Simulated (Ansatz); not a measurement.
# Mg (P6_3/mmc, 2 atoms in the cell): modes against biaxial strain in the (0001) plane, that of a and b

Aim: how do the optical modes of Mg (P6_3/mmc, 2 atoms in the cell) shift and split under this strain?

Method: DFT PBEsol, scalar-relativistic, plane waves, PAW; PAW set soft_1, in Ansatz 0.2.0.

### 1. Starting point

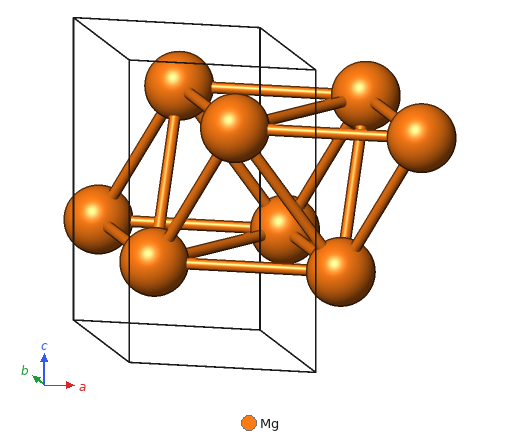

The starting structure, seen slightly off an axis (magnesium orange). 2×2×1 cells are drawn.

### 2. Bringing the structure to rest

The cell and atoms are relaxed, since residual forces and stress would shift the frequencies.

Contents of input.yaml:

```yaml
crystal:
  lattice:
    - [3.2093, 0.0, 0.0]
    - [-1.60465, 2.7793353284, 0.0]
    - [0.0, 0.0, 5.2103]
  atoms:
    - { symbol: Mg, position: [0.33333333, 0.66666667, 0.25] }
    - { symbol: Mg, position: [0.66666667, 0.33333333, 0.75] }
kpoints:
  mp_grid: { grid: [15, 15, 8] }
hamiltonian:
  xc: pbesol
  pseudopotentials: { kind: paw, azcp: { folder: soft_1 }, xc_functional: pbe }
scf:
  occupations: { method: gaussian, width: 0.1 }
output:
  forces: true
  stress: true
  eigenvalues: true
relax:
  adjacent_minimum: "off"
  f_tol: 0.005
  max_steps: 80
  cell: { stress_tol: 0.05 }
```

Command:

```console
$ ansatz run input.yaml --threads 4 --pin off --max-ram 10240MiB --backend cpu --events-out ev --progress --plain --runs-dir out
```

Numbers of over 12 decimals in the logs are rounded to 6 here.

Output:

```text
Engine: ansatz 0.2.0, x86_64-unknown-linux-gnu
Pseudopotentials: kind: paw
Pseudopotential: Mg, paw, valence charge 10, recommended cutoff 420 eV (normal), soft_1/Mg.paw.azcp
Functional definition: PBEsol
  exchange = pbesol_x
  correlation = pbesol_c
Crystal: 2 atoms, lattice volume = 46.474 Å³
Basis set: ecut = 420 eV, 941 PW (Γ), exchange–correlation on 48×48×72 points (8 copies of the dense FFT grid, shifted against one another)
Bands: 14, of which v1, the nominal top of the filled ones, is band 10 counted from 1 (9 counted from 0)
Symmetry: 24 space group operations
Space group: P63/mmc (ITA 194), of the structure as read, at distance tolerance 3.6e-5 Å
k-points: 135 of 1800
Non-local potential: Mg, projectors of the file, l = 0: 3, l = 1: 2, l = 2: 1
PAW form: soft (Blöchl's): semilocal exchange-correlation on the pseudo side does not see the compensation charge
PAW frozen core: Mg, regenerated for the run's functional, and the local potential with it (the file was generated under x = pbe(κ = 0.804, μ = 0.219515), c = pbe(β = 0.066725))
PAW one-centre angular grid: Mg, 110 points (default); XC on 64 Gauss nodes
Initial density: superposition of atomic densities (chi_scale 0.1, normalization cell)
Initial wavefunctions: pseudopotential atomic-orbital guess
Functional: x = pbesol(κ = 0.804, μ = 0.123457), c = pbesol(β = 0.046)
SCF iter   1: F=—  HF=-3824.130183 eV  |F-HF|=—  |Δ(HF+E_count)|=         —  Δρ=1.38e-2  dr2=1.19e-1  ethr=3.10e-3  ⟨swp⟩=5.1  Hψ=9795  notcnv=0
preconditioner: auto → none  [metal: Δε(μ)=0.017 eV  Ē_g=6.865 eV  σ=0.100 eV  W_gap=0.10  n_scr=8 (ndim 8)  ℏωp=10.9 eV  f_vac=0.000  D(μ)=1.00/eV (n_scr^D=2)  sad-step TF]
SCF iter   2: F=—  HF=-3824.118713 eV  |F-HF|=—  |Δ(HF+E_count)|=   1.15e-2  Δρ=9.69e-3  dr2=6.06e-2  ethr=5.96e-4  ⟨swp⟩=2.0  Hψ=3343  notcnv=0  defer=3
SCF iter   3: F=—  HF=-3824.100625 eV  |F-HF|=—  |Δ(HF+E_count)|=   1.81e-2  Δρ=1.63e-3  dr2=1.67e-3  ethr=3.03e-4  ⟨swp⟩=2.0  Hψ=2397  notcnv=0  defer=3
SCF iter   4: F=—  HF=-3824.100289 eV  |F-HF|=—  |Δ(HF+E_count)|=   3.36e-4  Δρ=1.21e-4  dr2=2.70e-6  ethr=8.34e-6  ⟨swp⟩=2.7  Hψ=3275  notcnv=0  defer=3
SCF iter   5: F=—  HF=-3824.100294 eV  |F-HF|=—  |Δ(HF+E_count)|=   4.72e-6  Δρ=1.37e-5  dr2=2.53e-8  ethr=5.00e-10  ⟨swp⟩=7.1  Hψ=9503  notcnv=0
SCF iter   6: F=-3824.100294 eV  HF=-3824.100294 eV  |F-HF|=1.45e-9  |Δ(HF+E_count)|=   2.26e-8  Δρ=2.28e-6  dr2=8.12e-10  ethr=1.26e-10  ⟨swp⟩=1.4  Hψ=5728  notcnv=0
SCF 1 converged in 6 iterations: F = -3824.100294 eV  dr2 = 8.12e-10
  greatest PAW one-centre occupation: 1.000 electrons in one spin orbital (limit 2), on the Mg atom at site 1 (counted from 0), in its partial waves of l = 0
relax step   1: F+E_penalty+E_count = -3824.10029406 eV  Δ(F+E_penalty+E_count) = +0.000e0 eV  max|allowed force component| = 3.701e-17 eV/Å  Δτ_max = 0.0000 Å  P = -1.141 GPa  Ω = 46.474 Å³  (6 SCF iters, dr2 threshold 1.00e-7 eV, accepted)
Crystal: 2 atoms, lattice volume = 45.282 Å³
Basis set: ecut = 420 eV, 905 PW (Γ), exchange–correlation on 48×48×72 points (8 copies of the dense FFT grid, shifted against one another)
Initial density: handed on by an earlier stage of this run
Initial wavefunctions: those handed on with the density
iter 1 solved again at ethr=2.08e-7 eV; its pass at ethr=3.10e-3 eV (dr2=4.17e-5 eV) is discarded
SCF iter   1: F=—  HF=-3824.106411 eV  |F-HF|=—  |Δ(HF+E_count)|=         —  Δρ=2.97e-4  dr2=4.09e-5  ethr=2.08e-7  ⟨swp⟩=2.8  Hψ=15088  notcnv=0
preconditioner: auto → none  [metal: Δε(μ)=0.018 eV  Ē_g=6.962 eV  σ=0.100 eV  W_gap=0.10  n_scr=8 (ndim 8)  ℏωp=11.0 eV  f_vac=0.000  D(μ)=0.95/eV (n_scr^D=2)]
SCF iter   2: F=—  HF=-3824.106371 eV  |F-HF|=—  |Δ(HF+E_count)|=   4.00e-5  Δρ=1.43e-4  dr2=8.76e-6  ethr=2.05e-7  ⟨swp⟩=1.0  Hψ=1890  notcnv=0
SCF iter   3: F=-3824.106361 eV  HF=-3824.106361 eV  |F-HF|=8.99e-9  |Δ(HF+E_count)|=   9.68e-6  Δρ=2.12e-6  dr2=1.37e-9  ethr=1.00e-9  ⟨swp⟩=4.9  Hψ=9888  notcnv=0
SCF 2 converged in 3 iterations: F = -3824.106361 eV  dr2 = 1.37e-9
relax step   2: F+E_penalty+E_count = -3824.10636114 eV  Δ(F+E_penalty+E_count) = -6.067e-3 eV  max|allowed force component| = 9.252e-18 eV/Å  Δτ_max = 0.0000 Å  P = -0.245 GPa  Ω = 45.282 Å³  energy of the carried Pulay correction = +3.924e-5 eV  (3 SCF iters, dr2 threshold 2.00e-7 eV, accepted)
Crystal: 2 atoms, lattice volume = 44.948 Å³
Basis set: ecut = 420 eV, 857 PW (Γ), exchange–correlation on 48×48×72 points (8 copies of the dense FFT grid, shifted against one another)
iter 1 solved again at ethr=3.41e-8 eV; its pass at ethr=3.10e-3 eV (dr2=6.82e-6 eV) is discarded
SCF iter   1: F=—  HF=-3824.106793 eV  |F-HF|=—  |Δ(HF+E_count)|=         —  Δρ=1.19e-4  dr2=7.15e-6  ethr=3.41e-8  ⟨swp⟩=3.1  Hψ=14424  notcnv=0
preconditioner: auto → none  [metal: Δε(μ)=0.032 eV  Ē_g=6.989 eV  σ=0.100 eV  W_gap=0.18  n_scr=8 (ndim 8)  ℏωp=11.1 eV  f_vac=0.000  D(μ)=0.96/eV (n_scr^D=2)]
SCF iter   2: F=—  HF=-3824.106777 eV  |F-HF|=—  |Δ(HF+E_count)|=   1.60e-5  Δρ=5.60e-5  dr2=1.46e-6  ethr=3.41e-8  ⟨swp⟩=1.0  Hψ=1890  notcnv=0
SCF iter   3: F=-3824.106776 eV  HF=-3824.106776 eV  |F-HF|=6.87e-10  |Δ(HF+E_count)|=   1.03e-6  Δρ=1.51e-6  dr2=6.49e-10  ethr=1.00e-9  ⟨swp⟩=3.8  Hψ=7927  notcnv=0
SCF 3 converged in 3 iterations: F = -3824.106776 eV  dr2 = 6.49e-10
relax step   3: F+E_penalty+E_count = -3824.10677633 eV  Δ(F+E_penalty+E_count) = -4.152e-4 eV  max|allowed force component| = 9.021e-17 eV/Å  Δτ_max = 0.0000 Å  P = +0.030 GPa  Ω = 44.948 Å³  energy of the carried Pulay correction = +5.067e-5 eV  (3 SCF iters, dr2 threshold 2.00e-7 eV, accepted)
Initial wavefunctions: pseudopotential atomic-orbital guess (no wavefunctions were taken with the density)
iter 1 solved again at ethr=1.73e-8 eV; its pass at ethr=3.10e-3 eV (dr2=3.45e-6 eV) is discarded
SCF iter   1: F=—  HF=-3824.106735 eV  |F-HF|=—  |Δ(HF+E_count)|=         —  Δρ=1.17e-5  dr2=1.02e-8  ethr=1.73e-8  ⟨swp⟩=3.4  Hψ=15784  notcnv=0
SCF iter   2: F=—  HF=-3824.106723 eV  |F-HF|=—  |Δ(HF+E_count)|=   1.21e-5  Δρ=4.90e-6  dr2=1.45e-9  ethr=5.08e-11  ⟨swp⟩=2.0  Hψ=3260  notcnv=0
SCF iter   3: F=—  HF=-3824.106723 eV  |F-HF|=—  |Δ(HF+E_count)|=   3.76e-9  Δρ=1.08e-6  dr2=7.57e-11  ethr=7.23e-12  ⟨swp⟩=2.0  Hψ=3228  notcnv=0
SCF iter   4: F=-3824.106723 eV  HF=-3824.106723 eV  |F-HF|=1.36e-12  |Δ(HF+E_count)|=  3.23e-10  Δρ=6.93e-8  dr2=9.06e-13  ethr=1.00e-12  ⟨swp⟩=6.5  Hψ=8757  notcnv=0
SCF 4 converged in 4 iterations: F = -3824.106723 eV  dr2 = 9.06e-13
relax step   4: F+E_penalty+E_count = -3824.10672277 eV  Δ(F+E_penalty+E_count) = +5.356e-5 eV  max|allowed force component| = 9.946e-17 eV/Å  Δτ_max = 0.0000 Å  P = +0.031 GPa  Ω = 44.948 Å³  stress off target by 3.87e-2 GPa  SCF on the basis re-selected at this cell (its energy is not comparable with the rows above)  (4 SCF iters)
basis re-selected at this cell: Δ(F+E_penalty+E_count) = +5.356e-5 eV, ΔP = +0.001 GPa vs the last step (what re-selecting the basis moved, of the pressure what is left beyond the Pulay correction that the steps carried, after the strain that the cell walked since its last selection, with what the two solves' SCF thresholds leave and, on support functions, any second-order correction that the steps lacked; it is no m [...]
SCF converged after 4 iterations
Free energy (F): -3824.106723 eV
Harris-Foulkes:  -3824.106723 eV  (|F-HF|=1.36e-12)
Internal energy: -3824.101930 eV  (E = F + TS)
E sigma→0 (E₀):  -3824.104326 eV
Entropy (-TS):   -0.004793 eV (-2.397 meV/atom)
Fermi energy:    5.734847 eV
--- Per-component energies (eV) ---
  E_band       = -709.502025
  E_kinetic    = 138.606444
  E_local      = -3411.228902  (includes V_loc(G=0)·N_el)
  E_nonlocal   = 391.930047
  E_hartree    = 1161.648820
  E_xc         = -51.511063
  E_vxc        = -66.755746  (∫ρ·V_xc dr)
  E_paw        = -580.037747  (= ΣΔE_a)
  E_vpaw       = -85.351201  (= ΣTr[D̂ρ^β])
  E_aug_tail   = -0.000294  (compensation charges beyond the density's cutoff)
  E_ewald      = -1473.626959
  E_core_change = 0.117725  (= ΣΔE_core)
  E_smearing   = -0.004793  (= −TS)
  E_closure    = 0.000000  (closes the sum)
  Σ components = -3824.106723   (vs F -3824.106723, Δ=0.00e0)
--- Forces (eV/Å), atoms counted from 1 ---
  atom   1  Mg    -0.00000000     0.00000000     0.00000000
  atom   2  Mg    -0.00000000    -0.00000000     0.00000000
  max |Σ_I F_I| component: 9.25e-18 eV/Å
--- Stress (GPa, compression-positive) ---
        0.038722       0.000000       0.000000
        0.000000       0.038722       0.000000
        0.000000       0.000000       0.017048
  P = ⅓ Tr σ = 0.0315 GPa (0.315 kbar)
--- Band table (eV; the first three rows and the last of 135) ---
  k-point 0: bands = [... 6 lower, -36.8051, -36.8051, -1.2804, 4.0930, 4.6220, 16.6430, 16.6430, 16.7716]
  k-point 1: bands = [... 6 lower, -36.8053, -36.8053, -1.1897, 3.0399, 5.8301, 16.7136, 16.7136, 16.8315]
  k-point 2: bands = [... 6 lower, -36.8060, -36.8060, -0.9184, 1.9199, 7.4152, 15.0891, 16.9180, 16.9180]
  k-point 134: bands = [... 6 lower, -36.8121, -36.8121, 5.9031, 5.9031, 6.3814, 6.3814, 7.2929, 7.2929]
--- Relaxed structure (3 steps of the walk, 3 accepted, 1 SCFs on fresh bases) ---
  F+E_penalty+E_count = -3824.10672277 eV   max|allowed force component| = 9.946e-17 eV/Å   (the final SCF, on the basis selected at the relaxed cell)
  cell:  # Å, volume = 44.9484 Å³
    - [3.187710, 0.0, 0.0]
    - [-1.593855, 2.760638, 0.0]
    - [0.0, 0.0, 5.107709]
  atoms:
    - { symbol: Mg, position: [0.333333, 0.666667, 0.25] }
    - { symbol: Mg, position: [0.666667, 0.333333, 0.750000] }
```

Run time: 3.7 s. Hardware: 4 threads of Intel Xeon Platinum 8488C (Sapphire Rapids), shared host; peak memory 0.44 GiB.

Relaxation path:

```
step  energy less that of the first step (eV)  largest force component (eV/Å)  pressure (GPa)  volume (Å³)
   1                                   0.0000                          0.0000           -1.14        46.47
   2                                  -0.0061                          0.0000           -0.24        45.28
   3                                  -0.0065                          0.0000            0.03        44.95
  4*                                  -0.0064                          0.0000            0.03        44.95
```

Relaxation steps marked * repeat the geometry before them on a plane-wave basis chosen anew for their cell, so energy and pressure can jump there.

Forces are held to the 24 operations that the run works with; a distortion that breaks them can't arise in this run.

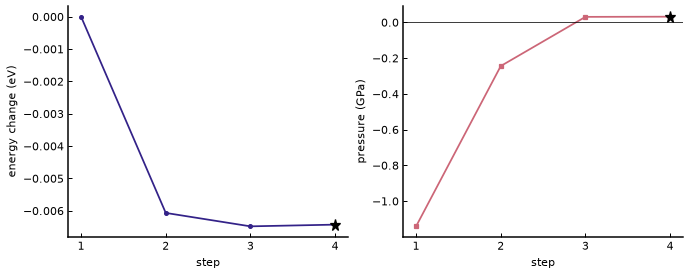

Energy and pressure along the relaxation. Stars mark steps on a basis chosen anew.

```csv
"conventional cell, symmetrised",before,after,change
a (Å),3.209,3.188,-0.7 %
b (Å),3.209,3.188,-0.7 %
c (Å),5.210,5.108,-2.0 %
volume (Å³/atom),23.24,22.47,-3.3 %
```

Final coordinates:

```xyz
2
Lattice="3.1877 0.0000 0.0000 -1.5939 2.7606 0.0000 0.0000 0.0000 5.1077" Properties=species:S:1:pos:R:3 pbc="T T T"
Mg    0.0000    1.8404    1.2769
Mg    1.5939    0.9202    3.8308
```

This step gave:

```yaml
pressure: 0.03150 GPa
volume_per_atom: 22.47 Å³
gap_on_the_k_mesh: 0 eV
```

In this step the volume went from 23.24 to 22.47 Å³/atom.

### 3. Tight relaxation

Phonons need small forces and stress, so the relaxation is finished with tight tolerances on 15×15×8 k points.

input.yaml, the sections that differ from step 2:

```yaml
crystal:
  lattice:
    - [3.18771012, 0.0, 0.0]
    - [-1.59385506, 2.7606379438, 0.0]
    - [0.0, 0.0, 5.1077088303]
  atoms:
    - { symbol: Mg, position: [0.3333333333, 0.6666666667, 0.25] }
    - { symbol: Mg, position: [0.6666666667, 0.3333333333, 0.75] }
scf:
  occupations: { method: methfessel_paxton, width: 0.2 }
output:
  forces: true
  stress: true
  eigenvalues: true
  write_density: true
  write_potential: true
  elf: true
  volumetric_format: npy
relax:
  adjacent_minimum: "off"
  f_tol: 0.001
  max_steps: 60
  cell: { stress_tol: 0.01 }
# kpoints, hamiltonian: as in step 2
```

Output:

```text
[...]
Crystal: 2 atoms, lattice volume = 44.948 Å³
Basis set: ecut = 420 eV, 857 PW (Γ), exchange–correlation on 48×48×72 points (8 copies of the dense FFT grid, shifted against one another)
Bands: 14, of which v1, the nominal top of the filled ones, is band 10 counted from 1 (9 counted from 0)
Symmetry: 24 space group operations
[...]
k-points: 135 of 1800
[...]
k-point 134: bands = [... 6 lower, -36.8187, -36.8187, 5.8921, 5.8921, 6.3739, 6.3739, 7.2776, 7.2776]
--- Relaxed structure (3 steps of the walk, 3 accepted, 1 SCFs on fresh bases) ---
[...]
cell:  # Å, volume = 44.9780 Å³
    - [3.190832, 0.0, 0.0]
    - [-1.595416, 2.763342, 0]
    - [0.0, 0, 5.101071]
  atoms:
    - { symbol: Mg, position: [0.333333, 0.666667, 0.25] }
    - { symbol: Mg, position: [0.666667, 0.333333, 0.750000] }
[key lines of the parts left out:]
SCF converged after 4 iterations
Free energy (F): -3824.104957 eV
Fermi energy:    5.725745 eV
P = ⅓ Tr σ = 0.0029 GPa (0.029 kbar)
```

It took 3.3 s on 4 threads; peak memory 0.44 GiB; 11 s of CPU time.

Step by step:

| step | energy less that of the first step (eV) | largest force component (eV/Å) | pressure (GPa) | volume (Å³) |
| --- | --- | --- | --- | --- |
| 1 | 0.0000 | 0.0000 | 0.03 | 44.95 |
| 2 | 0.0000 | 0.0000 | 0.00 | 44.98 |
| 3 | 0.0000 | 0.0000 | 0.00 | 44.98 |
| 4* | 0.0000 | 0.0000 | 0.00 | 44.98 |

Relaxation steps marked * repeat the geometry before them on a plane-wave basis chosen anew for their cell, so energy and pressure can jump there.

Forces are held to the 24 operations that the run works with; a distortion that breaks them can't arise in this run.

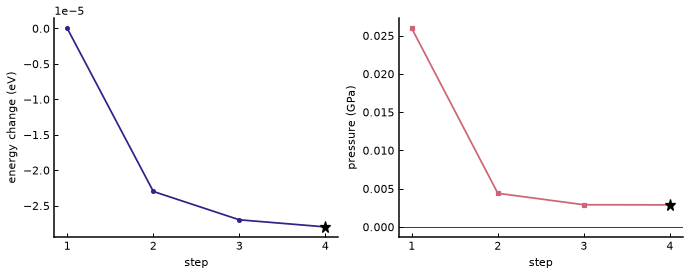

Energy and pressure along the relaxation. Stars mark steps on a basis chosen anew.

```csv
"conventional cell, symmetrised",before,after,change
a (Å),3.188,3.191,+0.1 %
b (Å),3.188,3.191,+0.1 %
c (Å),5.108,5.101,-0.1 %
volume (Å³/atom),22.47,22.49,+0.1 %
```

Final coordinates:

```xyz
2
Lattice="3.1908 0.0000 0.0000 -1.5954 2.7633 0.0000 0.0000 0.0000 5.1011" Properties=species:S:1:pos:R:3 pbc="T T T"
Mg    0.0000    1.8422    1.2753
Mg    1.5954    0.9211    3.8258
```

This step gave:

| Quantity | Value |
| --- | --- |
| pressure | 0.002878 GPa |
| volume per atom | 22.49 Å³ |

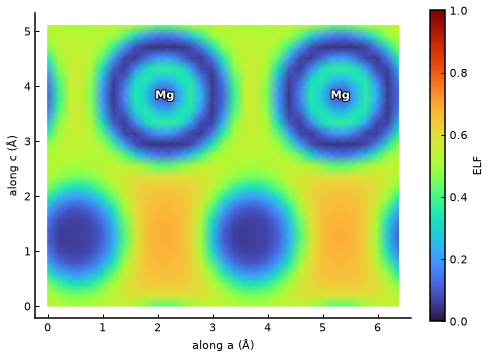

ELF in the ac plane at fractional y = 0.333, with atoms of Mg within 0.2 Å of it. It is the smooth field of the valence electrons, not physical close to the nuclei.

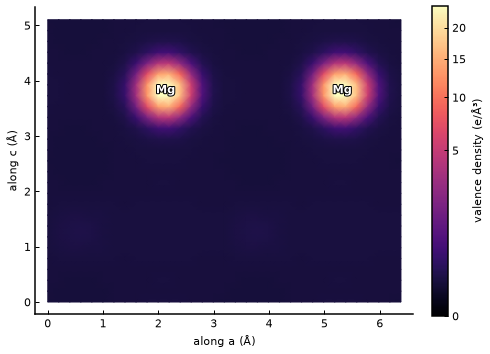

Valence density in the ac plane at fractional y = 0.333, with atoms of Mg within 0.2 Å of it. It is the smooth field of the valence electrons, not physical close to the nuclei. The colour scale is stretched toward low values.

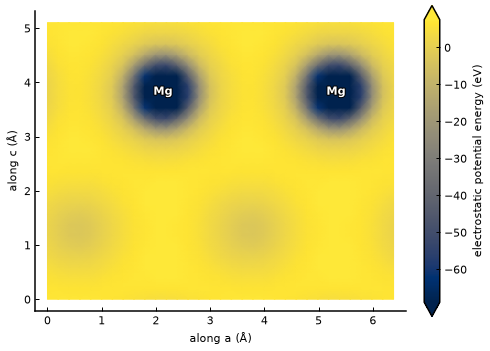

Electrostatic potential energy in the ac plane at fractional y = 0.333, with atoms of Mg within 0.2 Å of it. With pseudopotentials it is smooth inside the atoms' cores, unlike the true potential.

The forces vanish by symmetry and the pressure is 0.003 GPa, within the tolerances set. The cell now holds 22.49 Å³/atom.

### 4. Zone-centre response at rest

Phonons follow from the second derivative of the energy, found here by linear response.

The modes at rest are the reference of the series.

input.yaml, the sections that differ from step 3:

```yaml
crystal:
  lattice:
    - [3.1908322491, 0.0, 0.0]
    - [-1.5954161245, 2.7633417869, 0.0]
    - [0.0, 0.0, 5.1010707403]
  atoms:
    - { symbol: Mg, position: [0.3333333333, 0.6666666667, 0.25] }
    - { symbol: Mg, position: [0.6666666667, 0.3333333333, 0.75] }
output:
  eigenvalues: true
phonons:
  method: dfpt
# kpoints, hamiltonian, scf: as in step 3
# relax: removed
```

Output:

```text
zone centre: on kpoints.mp_grid the ground state, and the responses unless they are solved on pairs of k-points, stand on 320 of the mesh's 1800 k-points, reduced under 4 symmetry operations, with k and −k counted as one. Each operation leaves every solved displacement unchanged or reverses it
[...]
Crystal: 2 atoms, lattice volume = 44.978 Å³
Basis set: ecut = 420 eV, 881 PW (Γ), exchange–correlation on 48×48×72 points (8 copies of the dense FFT grid, shifted against one another)
Bands: 14, of which v1, the nominal top of the filled ones, is band 10 counted from 1 (9 counted from 0)
Symmetry: 24 space group operations
k-points: 320 of 1800 (irreducible under 4 space group operations, time reversal used)
[...]
SCF iter   1: F=—  HF=-3824.135479 eV  |F-HF|=—  |Δ(HF+E_count)|=         —  Δρ=1.41e-2  dr2=1.17e-1  ethr=3.10e-3  ⟨swp⟩=5.0  Hψ=22190  notcnv=0
[...]
SCF iter   7: F=-3824.104957 eV  HF=-3824.104957 eV  |F-HF|=3.18e-12  |Δ(HF+E_count)|=   1.74e-9  S|Δr|=    0.00e0  Δρ=1.09e-7  dr2=2.52e-12  ethr=1.00e-12  ⟨swp⟩=4.5  Hψ=22422  notcnv=0
SCF 1 converged in 7 iterations: F = -3824.104957 eV  dr2 = 2.52e-12
[...]
DFPT response loops at Γ: preconditioner auto → Kerker (q_TF=auto, 2.384 Å⁻¹) (partly filled bands, converged f_vac=0.000); β = 1.00, the filter's whole step (`scf.mixing.beta` (0.50) is not read by the response loops under this deck's `scf.mixing.preconditioner`; to damp them name `kerker` or `kerker_dos`, under which they read `scf.mixing.beta`, and type it under 1.00, their step now; both keys bind the ground state too); Broyden in place of MSR1
SCF converged after 7 iterations
[...]
Free energy (F): -3824.104957 eV
[...]
Internal energy: -3824.103239 eV  (E = F + TS)
E sigma→0 (E₀):  -3824.104527 eV
Entropy (-TS):   -0.001718 eV (-0.859 meV/atom)
Fermi energy:    5.725744 eV
[...]
--- Band table (eV; the first three rows and the last of 320) ---
  k-point 0: bands = [... 6 lower, -36.8119, -36.8119, -1.2830, 4.1010, 4.6377, 16.6092, 16.6092, 16.7311]
  k-point 1: bands = [... 6 lower, -36.8122, -36.8122, -1.1921, 3.0479, 5.8462, 16.6805, 16.6805, 16.7915]
  k-point 2: bands = [... 6 lower, -36.8128, -36.8128, -0.9201, 1.9253, 7.4349, 15.1231, 16.8859, 16.8859]
  k-point 319: bands = [... 6 lower, -36.8190, -36.8190, 3.2962, 3.2962, 8.1825, 8.1825, 9.6610, 9.6610]
--- Phonons (Γ-DFPT): 2 representative perturbations + reference, on 320 of 1800 k-points (Σ response iterations 6) ---
  k mesh reduced under 4 symmetry operations, with k and −k counted as one. Each operation leaves every solved displacement unchanged or reverses it
  ASR residual: 9.484e-5 → 0.000e0 eV/Å²; symmetrization residual: 1.785e-10 eV/Å²
  ASR residual per site (eV/Å²): 9.48e-5 9.48e-5
  Γ frequencies (cm⁻¹): 0.00 0.00 0.00 131.02 131.02 256.27
  non-analytic LO–TO correction: not included (Born effective charges unavailable; polar crystals: no LO–TO splitting at Γ)
```

It took 8.8 s on 4 threads; peak memory 0.75 GiB; 31 s of CPU time.

Numbers from this step:

```yaml
sum_rule_residual_before_enforcement: 9.48e-5 eV/Å²
point_group: 6/mmm
highest_optical_mode_at_the_zone_centre_no_lo_to_term: 256.3 cm⁻¹
lowest_optical_zone_centre_mode: 131.0 cm⁻¹
```

Patterns of degenerate modes are one choice out of their space. Modes at Γ:

```csv
mode,frequency (cm⁻¹),symmetry
1,0.0,acoustic
2,0.0,acoustic
3,0.0,acoustic
4,131.0,E2g
5,131.0,E2g
6,256.3,B1g
```

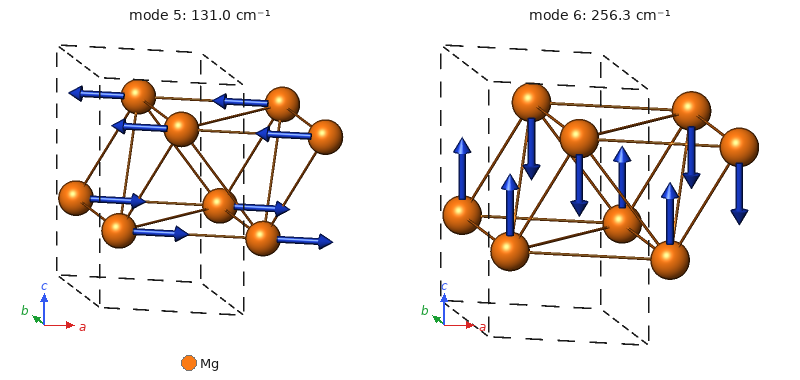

Displacement patterns of modes 5 and 6 at Γ; arrows are exaggerated. 2×2×1 cells are drawn.

Before it was imposed, the acoustic sum rule was missed by 9.5e-5 eV/Å². Small misses are needed for a sound result but don't prove that mesh and cutoff are converged. The lowest optical mode is real, 131 cm⁻¹.

[end of part 1 of 2]

[Logs are printed without paths, hosts, clocks, repeated set-up lines and the standing remarks that a program may print on its own settings, such as how far it seeks lower states.]

[Hosts, paths, dates, database ids (printed as entryN), source tags and the programs' standing remarks are cut or masked in the printed files.]
